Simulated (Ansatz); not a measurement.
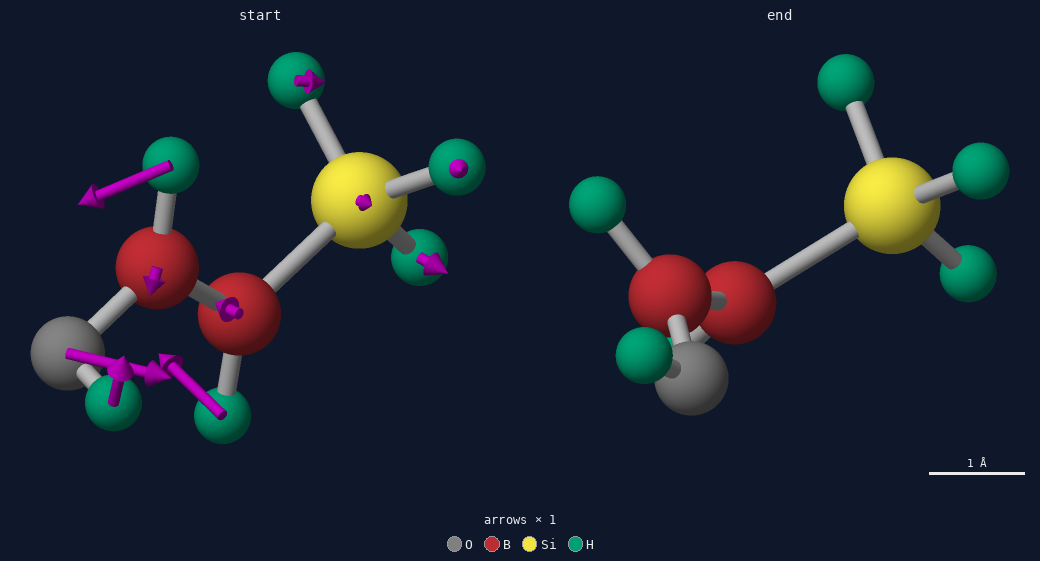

The structure of B2SiH6O (coarse preliminary run) before (left) and after (right) a relaxation, at one scale. The purple arrows give the displacements, at their true length.

The picture is a ball-and-stick view, seen from a free direction.

The start comes from a force field.

Method: RKS PBE-D4/def2-SVP in Ansatz. Set-up: force threshold 0.03 eV/Å; at most 200 steps.

### Summarise the run.

The O atom moves most after the best rigid fit: 1.21 Å. Largest moves by element: O 1.21 Å, H 1.15 Å, B 0.39 Å, Si 0.18 Å. Near-neighbour distances that change, for instance: H–Si 1.400 → 1.508 Å, B–H 1.179 → 1.238 Å, B–Si 1.964 → 2.022 Å, H–O 1.025 → 0.974 Å. Among the angles between lasting bonds that change: B–Si–H 105.5° → 115.5°, O–B–B 117.9° → 126.4°, B–B–H 120.9° → 114.2°. Groups turn about B–B by about 90°, B–O by about 90°, B–Si by about 40°. Over 14 accepted moves (15 points after the start) the energy falls by 1.631 eV. Largest force component: 1.8 eV/Å at the start, 0.011 eV/Å at the end. The line search rejected the trial step at point 14 of the run. Cost: 25 s on 2 threads of Arm Neoverse V1 (shared host).
